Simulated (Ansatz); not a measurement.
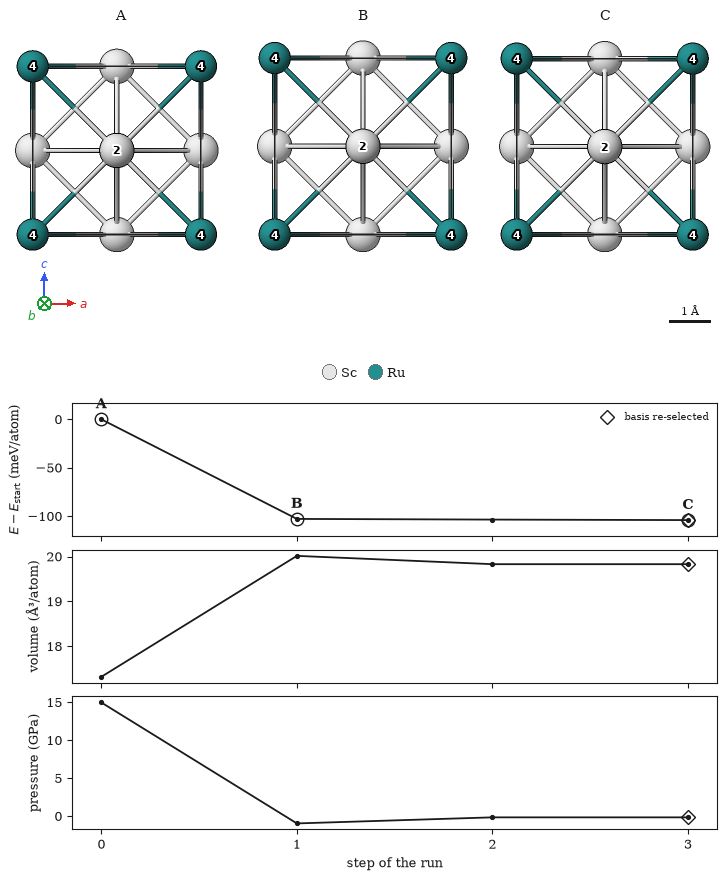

Frames of a relaxation of crystalline Sc₃Ru (built on the Cu3Au (L1_2)_221 type) (coarse preliminary run), marked on the history of the run. A ball-and-stick model of the cell of the calculation, seen along the b axis.

Case: Cu3Au (L1_2) type (Pm-3m, No. 221).

Method: DFT PBE, scalar-relativistic, plane waves, PAW (Ansatz).

Input
```yaml
crystal:
  lattice:
    - [4.1071972818, 0.0, 0.0]
    - [0.0, 4.1071972818, 0.0]
    - [0.0, 0.0, 4.1071972818]
  atoms:
    - { symbol: Sc, position: [0.0, 0.5, 0.5] }
    - { symbol: Sc, position: [0.5, 0.0, 0.5] }
    - { symbol: Sc, position: [0.5, 0.5, 0.0] }
    - { symbol: Ru, position: [0.0, 0.0, 0.0] }
basis:
  ecutwfc: 420
kpoints:
  mp_grid: { grid: [4, 4, 4] }
hamiltonian:
  xc: pbe
scf:
  occupations: { method: gaussian, width: 0.1 }
  lower_state_search: "off"
output:
  forces: true
  stress: true
  eigenvalues: true
relax:
  adjacent_minimum: "off"
  f_tol: 0.04
  max_steps: 70
  cell: { stress_tol: 0.4 }
```

Run as
```bash
ansatz run input.yaml --threads 1 --pin off --max-ram 2560MiB --backend cpu --events-out ev --progress --plain --runs-dir out
```

> What happens along the run?

The atoms keep their places relative to the cell (all moves are under 0.005 Å). Cell: a = b = c 4.107 → 4.297 Å (+4.6 %). Volume +14.5 %. Near-neighbour distances that change, for instance: Sc1–Sc2 2.904 → 3.038 Å, Sc1–Ru4 2.904 → 3.038 Å. The space group stays Pm-3m (No. 221). The energy falls by 104 meV per atom in 2 accepted moves (3 points after the start). All forces vanish by symmetry, so only the cell relaxes. The pressure goes from 14.97 to −0.16 GPa. At 1 point the geometry stayed and the basis and grid were re-selected for the new cell (energy shift of 0.5 meV per atom at most each time). From step 0 to 1: volume +15.6 %, energy −103 meV per atom. From step 1 to 3: volume −0.9 %, energy −1.2 meV per atom.

```csv
step,"E − E(0), meV/atom","pressure, GPa","volume, Å³/atom",note
0,0.00,14.97,17.321,
1,-102.82,-0.96,20.015,
2,-103.50,-0.16,19.830,
3,-104.03,-0.16,19.830,"same geometry, new basis"
```

Limits of the set-up: the k-point mesh is coarse for a cell with partly filled bands.
